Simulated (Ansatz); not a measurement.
System (SMILES): [Ga][F] (F-Ga) (closed-shell singlet).
Atoms: Ga1, F2. Bonds: Ga1-F2.

Basis-set convergence of the highest harmonic wavenumber at HF with Ansatz (a first-principles code). Each level at its own minimum, finite differences of forces, unscaled; the reference is a large set that could be run, not a limit. Cartesian d functions, on some or all atoms, in 3-21G, 6-31G, 6-31G**; all else is spherical. The program fits the integrals of some runs and decomposes those of others, by size. No added dispersion term, no relativity. Reference: the value in pcseg-3, 653 cm⁻¹, itself unsure by roughly 5 cm⁻¹ (its mean distance from cc-pVQZ, aug-pcseg-2, aug-cc-pVTZ). Deviations are taken from unrounded values.

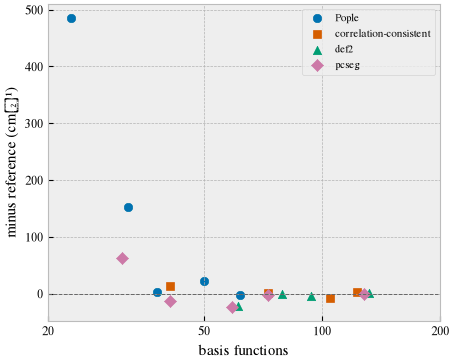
Figure. Deviation from the reference against the number of basis functions, by family of sets.

```
basis        functions  highest harmonic wavenumber (cm⁻¹)  minus reference (cm⁻¹)
-----------  ---------  ----------------------------------  ----------------------
STO-3G              23                                1138                     485
pcseg-0             31                                 715                      62
3-21G               32                                 806                     153
6-31G               38                                 656                       3
cc-pVDZ             41                                 667                      14
pcseg-1             41                                 640                     -13
6-31G**             50                                 675                      22
aug-pcseg-1         59                                 630                     -23
def2-SVPD           61                                 631                     -22
6-311G**            62                                 651                      -2
cc-pVTZ             73                                 654                       1
pcseg-2             73                                 651                      -2
def2-TZVPP          79                                 653                       0
def2-TZVPPD         94                                 649                      -4
aug-cc-pVTZ        105                                 645                      -8
cc-pVQZ            123                                 656                       3
pcseg-3            128                                 653                       0
def2-QZVP          132                                 654                       1
```
